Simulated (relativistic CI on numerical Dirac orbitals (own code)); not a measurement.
## Relativistic CI calculation, with input and output: Br⁺

Br⁺. Computed at this level: Dirac-Coulomb-Breit CI, KLI orbitals optimised for each configuration, model QED (radiative potential, 1s self-energy scaled to tabulated hydrogen-like ionisation energies), valence Slater integrals scaled by 0.85, P86 correlation energy added to each configuration (relativistic CI on numerical Dirac orbitals, in-house).

### The input
```
atom Br  Z=35  charge=1  electrons=34
nucleus A=79  rms_radius_fm=4.1629
hamiltonian dirac-coulomb  breit=on  qed=on  c_scale=1
orbitals kli  potential=per-configuration
slater_scale 0.85
correlation p86
mixing on
configurations
  [Ar] 3d10 4s2 4p4
end
```

Hardware: 1 thread of Arm Neoverse N1, 16 GiB of memory available, shared host.

Launched within a batch (the task file carries these settings):
```bash
python <driver script> task.json out
```

The program writes its results to a structured record and prints no log; tables and figures of this report are taken from that record.

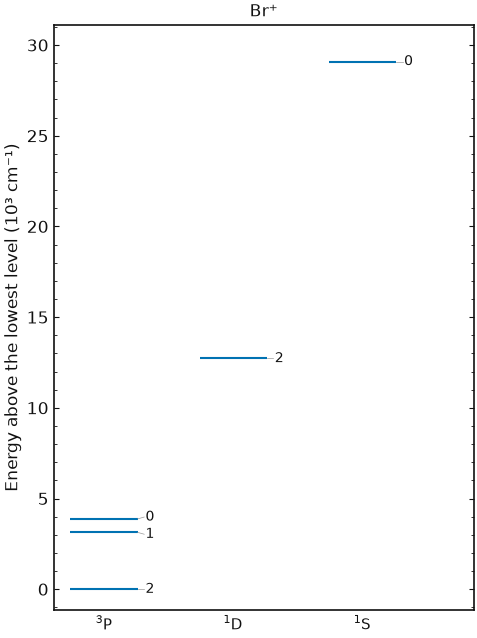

Figure 1. Level diagram of Br⁺ (bromine, Z = 35). The lowest level is 4p⁴ ³P₂. The first excited level, 4p⁴ ³P₁, lies at 3,130 cm⁻¹. The ground term spreads over 3,880 cm⁻¹ in the order J = 2, 1, 0, an inverted multiplet. All levels drawn have even parity, so no electric dipole line joins them. The levels are close to LS coupling (mean leading weight 98 % in LS and 72 % in jj).

```
Configuration  Level  E (cm⁻¹)  Landé g  Lifetime (s; – stable or not computed)
          4p⁴    ³P₂         0    1.488                                       –
          4p⁴    ³P₁     3,132    1.501                                 1.5×10⁰
          4p⁴    ³P₀     3,876        –                                 4.4×10¹
          4p⁴    ¹D₂    12,720    1.013                                4.2×10⁻¹
          4p⁴    ¹S₀    29,090        –                                3.3×10⁻²
```

### Summary

- outcome: converged
- lowest level: 4p⁴ ³P₂
- first excited level: 4p⁴ ³P₁, 3,132 cm⁻¹
- levels computed: 5
- SCF iterations: 11

### Remarks

Limits: near-neutral ion: configurations can be misplaced by up to about 10000 cm⁻¹, over 20000 where the f count changes; rates and lifetimes follow the computed energies and can be off by orders of magnitude; only a limited list of configurations is included, so lower levels can be missing; one configuration only, so levels of others that fall in the range are missing.
